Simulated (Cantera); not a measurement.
A closed system holds: 1 mol Cu₂O, a varied amount of CH₄, 1.3 mol H₂, held at 800 K and 0.330 bar.

Method: chemical equilibrium by Gibbs-energy minimisation in Cantera with the NASA 1993 tables (ideal gas, pure condensed phases). Candidate condensed phases: C, C₆H₆, C₇H₈, C₈H₁₈, Cu, CuO, Cu(OH)₂, Cu₂O, H₂O; 113 gas species. The numbers say what is thermodynamically allowed, not how fast it happens.

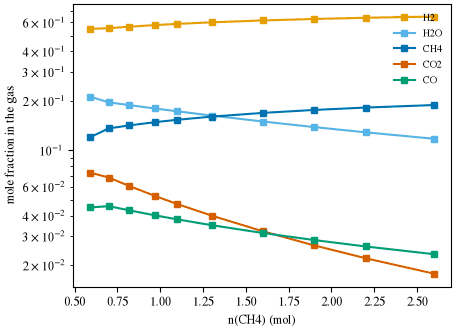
*Equilibrium gas composition (values under 1e-9 drawn at 1e-9)*

At 0.59 mol CH₄ the condensed part is Cu(s). From 0.7 mol CH₄ to 2.6 mol CH₄ the condensed part is C(graphite) + Cu(s).
